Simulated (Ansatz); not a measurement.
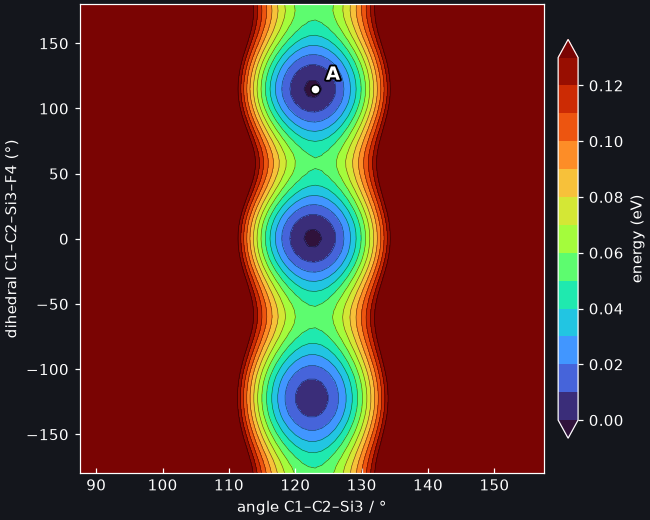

C₂H₃F₂Si, SMILES [CH]=C[SiH](F)F, spin multiplicity 2. First axis: angle C1–C2–Si3. Second axis: dihedral C1–C2–Si3–F4. Nothing is relaxed (all other coordinates rigid). Grid: 15 × 15 points. Points are written as (first, second). All energies are given in eV relative to the lowest grid point. Computed with UHF/def2-SVP (Ansatz).

Drawn: filled contours, one colour for all values above the top of the scale, the point A. Between grid points the surface is interpolated.

**What is the easiest way out of the well at A, and how high is the barrier?**

The easiest path leads from the well at about (123°, 115°) to a well of about the same depth at about (123°, 0°). Its highest point lies about 0.053 eV above the bottom of the first well on the interpolated surface, at (122.5°, 60°). The start is the relaxed structure and all else is held, so a fully relaxed path at this level can only be lower.

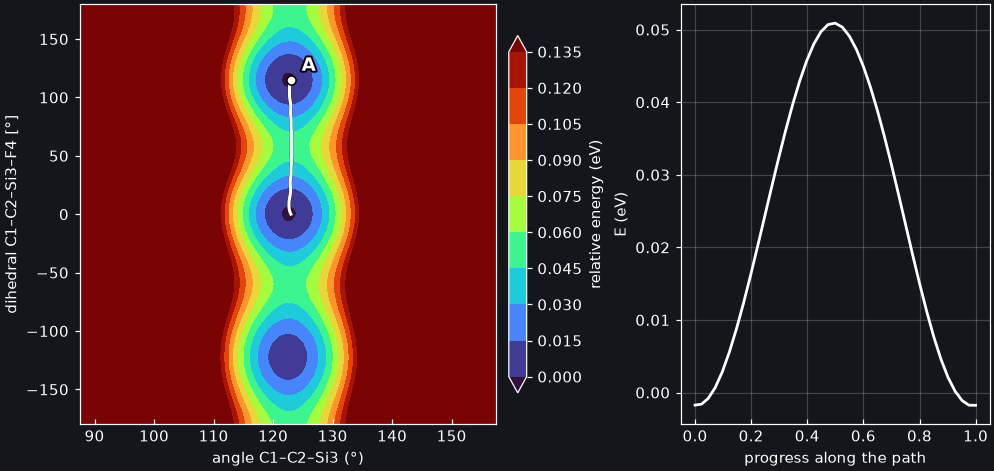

In the figure: filled contours, a line along the lowest path, one colour for all values above the top of the scale, the energy along the path at the right. Between grid points the surface is interpolated.
